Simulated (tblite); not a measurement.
# C$_{2}$H$_{6}$F$_{3}$GeN: geometry relaxation

System: C$_{2}$H$_{6}$F$_{3}$GeN, SMILES [NH2][GeH2][CH2]C(F)(F)F.
Method: GFN2-xTB geometry optimisation, gas phase (tblite 0.8.0).

It belongs to a series of runs on one base structure; here: H on Ge replaced by CH2CF3.

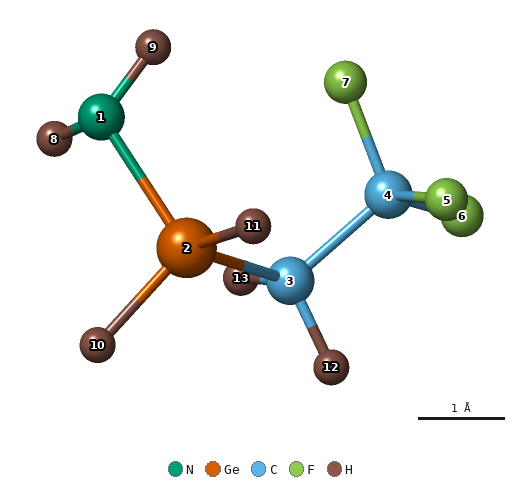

Figure 1. The structure as given in the input (ball-and-stick view, seen at a tilt; atoms are numbered from 1 in the order of the input). Sticks mark near contacts.

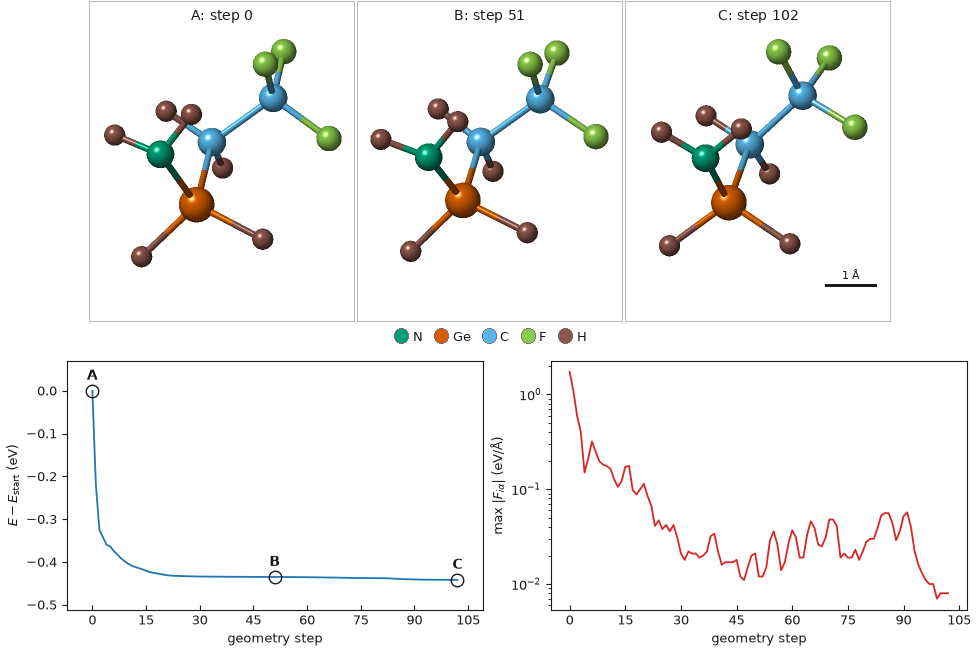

Figure 2. Frames of the relaxation (ball-and-stick view, seen at a tilt) above the curves, on which the letters mark them (steps are counted from 0).

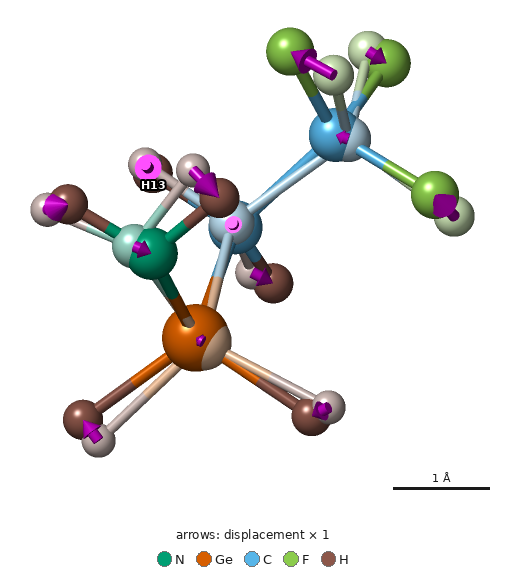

Figure 3. Start (faint) and end (solid) with the displacements as pink arrows, at true length (ball-and-stick view, seen at a tilt). The two geometries are laid on each other by the best rigid fit. The largest move after the best rigid fit is that of F7, 0.60 Å. Largest moves by element: F 0.60 Å, H 0.44 Å, N 0.20 Å, C 0.17 Å, Ge 0.09 Å. Among the contacts that change: N1–Ge2 1.883 → 1.797 Å, Ge2–C3 1.938 → 2.011 Å, C4–F7 1.403 → 1.348 Å, C4–F6 1.390 → 1.343 Å. Among the angles that change: Ge2–N1–H8 106.9° → 117.6°, N1–Ge2–C3 107.0° → 115.7°, Ge2–C3–H13 108.2° → 112.9°. After 102 geometry steps the energy has fallen by 0.442 eV. The largest force component goes from 1.7 to 0.008 eV/Å. (Atoms are counted from 1 in the order of the input.)

The input that produced these results follows, with the program's output.

**The input**
```
{"job": {"kind": "relax", "xc": "GFN2-xTB", "basis": "xTB"}, "charge": 0, "multiplicity": 1}
N      1.932200     0.493100     0.858700
Ge     0.861700     0.755800    -0.667400
C     -0.481600    -0.641400    -0.666300
C     -1.539700    -0.363500     0.389900
F     -2.125000     0.855700     0.132000
F     -2.492800    -1.375400     0.423700
F     -0.943800    -0.212000     1.650700
H      2.391000    -0.426800     0.749200
H      1.378700     0.487800     1.737100
H      1.814500     0.599400    -1.871300
H      0.209700     2.144300    -0.638800
H     -1.030100    -0.718000    -1.637800
H      0.020700    -1.598400    -0.477500
```

The first line tells a small driver script what to run in tblite; the rest is the geometry in Å.

Command:
```bash
OMP_NUM_THREADS=1 python <driver script> task.json out
```

**Output**
```
step      E/eV     max force
  0    -718.04275    2.086
  1    -718.26450    1.282
  2    -718.36859    0.653
  3    -718.38561    0.479
  4    -718.40294    0.193
  5    -718.40645    0.238
  6    -718.41748    0.377
  7    -718.42519    0.305
  8    -718.43438    0.249
  9    -718.44096    0.219
 10    -718.44701    0.227
 11    -718.45156    0.176
 12    -718.45474    0.140
 13    -718.45732    0.126
 14    -718.46011    0.150
 15    -718.46327    0.192
 16    -718.46622    0.192
 17    -718.46824    0.108
 18    -718.46965    0.096
 19    -718.47104    0.113
 20    -718.47260    0.133
 21    -718.47394    0.106
 22    -718.47473    0.069
 23    -718.47517    0.053
 24    -718.47551    0.054
 25    -718.47579    0.045
 26    -718.47602    0.049
 27    -718.47625    0.043
 28    -718.47649    0.051
 29    -718.47671    0.050
 30    -718.47686    0.028
 31    -718.47693    0.020
 32    -718.47698    0.025
 33    -718.47704    0.032
 34    -718.47710    0.030
 35    -718.47717    0.023
 36    -718.47722    0.023
 37    -718.47727    0.030
 38    -718.47734    0.038
 39    -718.47743    0.042
 40    -718.47751    0.033
 41    -718.47757    0.021
 42    -718.47760    0.020
 43    -718.47763    0.018
 44    -718.47767    0.027
 45    -718.47771    0.025
 46    -718.47774    0.014
 47    -718.47776    0.013
 48    -718.47779    0.016
 49    -718.47783    0.027
 50    -718.47787    0.026
 51    -718.47791    0.015
 52    -718.47793    0.016
 53    -718.47797    0.016
 54    -718.47803    0.032
 55    -718.47811    0.041
 56    -718.47820    0.031
 57    -718.47825    0.016
 58    -718.47830    0.021
 59    -718.47836    0.028
 60    -718.47846    0.040
 61    -718.47857    0.035
 62    -718.47866    0.028
 63    -718.47874    0.026
 64    -718.47884    0.036
 65    -718.47898    0.051
 66    -718.47915    0.045
 67    -718.47928    0.029
 68    -718.47938    0.025
 69    -718.47949    0.032
 70    -718.47966    0.052
 71    -718.47985    0.055
 72    -718.48001    0.046
 73    -718.48016    0.022
 74    -718.48024    0.021
 75    -718.48030    0.024
 76    -718.48038    0.020
 77    -718.48044    0.023
 78    -718.48050    0.019
 79    -718.48059    0.025
 80    -718.48070    0.029
 81    -718.48080    0.041
 82    -718.48095    0.036
 83    -718.48121    0.043
 84    -718.48160    0.066
 85    -718.48225    0.078
 86    -718.48254    0.071
 87    -718.48298    0.048
 88    -718.48319    0.041
 89    -718.48342    0.044
 90    -718.48367    0.060
 91    -718.48387    0.061
 92    -718.48414    0.049
 93    -718.48426    0.024
 94    -718.48431    0.016
 95    -718.48435    0.015
 96    -718.48442    0.014
 97    -718.48446    0.012
 98    -718.48449    0.014
 99    -718.48451    0.011
100    -718.48454    0.012
101    -718.48456    0.011
102    -718.48457    0.009
```

**Trajectory as extended XYZ (Å, eV, eV/Å), 8 of the 103 frames kept, from step=0 to step=102**
```
13
Properties=species:S:1:pos:R:3:forces:R:3 step=0 energy=-718.04275
N     1.9322    0.4931    0.8587   -0.6710  -0.3550  -0.3420
Ge    0.8617    0.7558   -0.6674    1.1900   1.0760   0.6730
C    -0.4816   -0.6414   -0.6663   -1.4240  -0.7440  -0.4650
C    -1.5397   -0.3635    0.3899    0.6120   0.0700  -0.0310
F    -2.1250    0.8557    0.1320    0.1740  -1.5120   0.4540
F    -2.4928   -1.3754    0.4237    1.0790   1.7330   0.4290
F    -0.9438   -0.2120    1.6507   -1.1910  -0.4870  -1.4870
H     2.3910   -0.4268    0.7492   -0.2540   0.6540   0.3450
H     1.3787    0.4878    1.7371    0.6070  -0.0520  -0.7910
H     1.8145    0.5994   -1.8713   -0.4270   0.0140   0.4290
H     0.2097    2.1443   -0.6388    0.2880  -0.4660   0.0030
H    -1.0301   -0.7180   -1.6378    0.4200  -0.0200   0.7370
H     0.0207   -1.5984   -0.4775   -0.4040   0.0900   0.0450
13
Properties=species:S:1:pos:R:3:forces:R:3 step=15 energy=-718.46327
N     1.9287    0.5171    0.8288   -0.0050  -0.0160  -0.0390
Ge    0.8741    0.7349   -0.6196   -0.0250  -0.0800   0.1730
C    -0.5415   -0.6974   -0.7383   -0.1210  -0.0020   0.1080
C    -1.5339   -0.3755    0.3303    0.0270   0.0030  -0.0270
F    -2.1356    0.8101    0.1369    0.0090  -0.0040  -0.0980
F    -2.5192   -1.2785    0.4877    0.0790   0.0350  -0.0650
F    -0.9337   -0.2727    1.5356    0.0180  -0.0500   0.0530
H     2.5024   -0.3158    0.8367    0.0300   0.0320   0.0220
H     1.4852    0.6013    1.7349    0.0270   0.0290  -0.0550
H     1.7582    0.6016   -1.8157    0.0430  -0.0300  -0.0560
H     0.2827    2.1011   -0.5238   -0.0700  -0.0380  -0.0070
H    -1.0492   -0.7446   -1.6989    0.0120   0.0400   0.0640
H    -0.1226   -1.6811   -0.5125   -0.0230   0.0800  -0.0740
13
Properties=species:S:1:pos:R:3:forces:R:3 step=29 energy=-718.47671
N     1.9592    0.5297    0.8287    0.0030   0.0100   0.0130
Ge    0.8769    0.6988   -0.5969    0.0280   0.0270  -0.0310
C    -0.5536   -0.7059   -0.7381   -0.0110   0.0060  -0.0010
C    -1.5404   -0.3796    0.3260   -0.0120   0.0000   0.0140
F    -2.1274    0.8115    0.1172    0.0010   0.0050  -0.0020
F    -2.5350   -1.2713    0.4674   -0.0070  -0.0160  -0.0040
F    -0.9522   -0.2858    1.5389    0.0020  -0.0120  -0.0010
H     2.5721   -0.2722    0.8697    0.0030   0.0020  -0.0180
H     1.5382    0.6579    1.7382    0.0000   0.0040   0.0190
H     1.7519    0.5704   -1.8088   -0.0190  -0.0010   0.0280
H     0.2377    2.0455   -0.4984    0.0210  -0.0290  -0.0150
H    -1.0630   -0.6887   -1.6976   -0.0040  -0.0020  -0.0040
H    -0.1688   -1.7098   -0.5641   -0.0050   0.0060   0.0010
13
Properties=species:S:1:pos:R:3:forces:R:3 step=44 energy=-718.47767
N     1.9611    0.5396    0.8330    0.0030   0.0060   0.0030
Ge    0.8802    0.6984   -0.5946   -0.0140  -0.0170  -0.0150
C    -0.5594   -0.7000   -0.7375    0.0090   0.0030  -0.0040
C    -1.5475   -0.3838    0.3286    0.0060  -0.0020  -0.0010
F    -2.1330    0.8103    0.1325    0.0070  -0.0050   0.0080
F    -2.5425   -1.2781    0.4555    0.0000   0.0070   0.0050
F    -0.9603   -0.3065    1.5431   -0.0070  -0.0040  -0.0040
H     2.5857   -0.2537    0.8628    0.0030   0.0000  -0.0010
H     1.5493    0.6599    1.7478   -0.0140   0.0030   0.0020
H     1.7602    0.5499   -1.7977    0.0010  -0.0030  -0.0010
H     0.2477    2.0477   -0.5239    0.0030   0.0010   0.0050
H    -1.0688   -0.6772   -1.6973    0.0040   0.0060   0.0040
H    -0.1769   -1.7060   -0.5700    0.0000   0.0060  -0.0010
13
Properties=species:S:1:pos:R:3:forces:R:3 step=58 energy=-718.47830
N     1.9533    0.5554    0.8374   -0.0170  -0.0110  -0.0070
Ge    0.8844    0.6948   -0.6031   -0.0020  -0.0040   0.0110
C    -0.5613   -0.6960   -0.7387   -0.0070  -0.0020  -0.0050
C    -1.5430   -0.3894    0.3357   -0.0010   0.0000   0.0030
F    -2.1135    0.8160    0.1659    0.0110   0.0090   0.0050
F    -2.5505   -1.2723    0.4436    0.0000  -0.0020   0.0050
F    -0.9548   -0.3468    1.5504    0.0040   0.0000   0.0080
H     2.5931   -0.2258    0.8741   -0.0100   0.0060   0.0050
H     1.5187    0.6596    1.7441    0.0120   0.0030  -0.0020
H     1.7674    0.5207   -1.8007    0.0050   0.0100   0.0060
H     0.2624    2.0504   -0.5487   -0.0050  -0.0090  -0.0120
H    -1.0787   -0.6611   -1.6935    0.0030  -0.0010  -0.0150
H    -0.1819   -1.7051   -0.5843    0.0050   0.0010  -0.0040
13
Properties=species:S:1:pos:R:3:forces:R:3 step=73 energy=-718.48016
N     1.9005    0.5954    0.8540    0.0080  -0.0110  -0.0010
Ge    0.8876    0.6822   -0.6293   -0.0040  -0.0070   0.0020
C    -0.5740   -0.6939   -0.7598    0.0070  -0.0040   0.0070
C    -1.5109   -0.4079    0.3599   -0.0060   0.0120  -0.0040
F    -1.9989    0.8444    0.2937    0.0010   0.0090   0.0160
F    -2.5774   -1.2228    0.4275    0.0170  -0.0090  -0.0060
F    -0.8983   -0.4974    1.5596   -0.0110  -0.0010  -0.0190
H     2.5714   -0.1571    0.9223   -0.0190   0.0020  -0.0030
H     1.4339    0.6908    1.7453    0.0020   0.0170  -0.0050
H     1.8194    0.4598   -1.7818   -0.0110  -0.0030   0.0070
H     0.2664    2.0390   -0.6645    0.0090   0.0050   0.0020
H    -1.1216   -0.6207   -1.6963    0.0060  -0.0040   0.0190
H    -0.2026   -1.7113   -0.6483    0.0020  -0.0070  -0.0150
13
Properties=species:S:1:pos:R:3:forces:R:3 step=87 energy=-718.48298
N     1.8411    0.6456    0.8615    0.0440   0.0020  -0.0200
Ge    0.8908    0.6736   -0.6630    0.0000   0.0240   0.0080
C    -0.5821   -0.6886   -0.7853   -0.0130   0.0150   0.0040
C    -1.4607   -0.4456    0.3890   -0.0100   0.0110   0.0160
F    -1.8348    0.8480    0.4656   -0.0200  -0.0210   0.0270
F    -2.5936   -1.1671    0.4057   -0.0070   0.0040   0.0040
F    -0.8334   -0.7111    1.5526   -0.0010   0.0100  -0.0170
H     2.4487   -0.1464    1.0153    0.0060  -0.0150   0.0200
H     1.3613    0.8533    1.7262   -0.0200   0.0040  -0.0160
H     1.8540    0.3687   -1.7708    0.0050   0.0170   0.0190
H     0.3020    2.0426   -0.7812    0.0110  -0.0420  -0.0150
H    -1.1736   -0.5568   -1.6870   -0.0060  -0.0130  -0.0220
H    -0.2240   -1.7156   -0.7462    0.0120   0.0040  -0.0090
13
Properties=species:S:1:pos:R:3:forces:R:3 step=102 energy=-718.48457
N     1.8350    0.6596    0.8599    0.0020  -0.0010   0.0040
Ge    0.8980    0.6684   -0.6738   -0.0020   0.0010  -0.0010
C    -0.5899   -0.6790   -0.7949   -0.0020  -0.0050  -0.0030
C    -1.4492   -0.4584    0.3991    0.0020  -0.0040  -0.0020
F    -1.7960    0.8378    0.5327   -0.0030   0.0000  -0.0030
F    -2.5970   -1.1562    0.4048    0.0020   0.0000   0.0040
F    -0.8102   -0.7804    1.5414    0.0030   0.0040   0.0030
H     2.3943   -0.1573    1.0626   -0.0020   0.0020   0.0020
H     1.3433    0.9246    1.7026    0.0000  -0.0020  -0.0010
H     1.8728    0.3463   -1.7652   -0.0020  -0.0020   0.0040
H     0.3196    2.0365   -0.8216    0.0030   0.0010  -0.0030
H    -1.1925   -0.5342   -1.6879    0.0000   0.0030   0.0040
H    -0.2326   -1.7074   -0.7776   -0.0010   0.0030  -0.0080
```

**Summary**

| quantity | value |
| --- | --- |
| outcome | converged |
| total energy | −718.4846 eV |
| hardware | 1 CPU thread, shared host |
| wall time | 0.9 s |
| peak memory | 0.18 GiB |
